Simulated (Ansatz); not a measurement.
Structure (in its standard cell), coordinates from a relaxation (final pressure about 20 GPa) with Ansatz 0.2.0, DFT, PAW plane waves, r2scan; the starting structure was generated, so it need not be a known form of this composition:

```cif
data_structure
_symmetry_space_group_name_H-M 'Fd-3m:1'
_symmetry_Int_Tables_number 227
_cell_length_a 8.8787
_cell_length_b 8.8787
_cell_length_c 8.8787
_cell_angle_alpha 90.000
_cell_angle_beta 90.000
_cell_angle_gamma 90.000
_cell_volume 699.92
loop_
_atom_site_label
_atom_site_type_symbol
_atom_site_symmetry_multiplicity
_atom_site_Wyckoff_symbol
_atom_site_fract_x
_atom_site_fract_y
_atom_site_fract_z
_atom_site_occupancy
Lu1 Lu 16 c 0.12500 0.62500 0.62500 1
N1 N 32 e 0.38141 0.38141 0.88141 1
Mg1 Mg 8 b 0.50000 0.00000 0.00000 1
```

> What does the kinematic electron diffraction pattern along [221] look like at 100 kV (B = 0.8 Å²)?

The spots form a rectangular net whose two shortest vectors correspond to d = 3.14 Å and 1.05 Å, 90.0° apart. They are 2 -2 0 and 2 2 -8 (weak). The pattern has symmetry 2mm. The lattice centring (F) removes all reflections that break h + k = 2n, h + l = 2n; a glide plane extinguishes reflections such as 0 2 -4, 2 0 -4, 0 6 -12; reflections such as 2 -4 4, 4 -2 -4, 4 -6 4 are allowed but too weak to see at this display level.

Strongest reflections with d > 0.80 Å, one of each family (|F|² from tabulated Gaussian fits of the electron scattering factors, times a small damping for the curvature of the Ewald sphere):

| hkl | d (Å) | I (strongest = 100) |
| --- | --- | --- |
| 4 -4 0 | 1.570 | 100 |
| 4 0 -8 | 0.993 | 19 |
| 2 -2 0 | 3.139 | 4 |
| 6 -6 0 | 1.046 | 0 |
| 2 2 -8 | 1.046 | 0 |

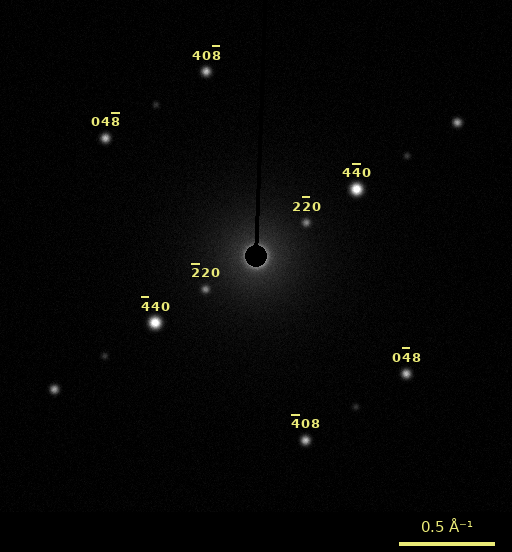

Calculated pattern, seen from the source side with [221] pointing towards the source.
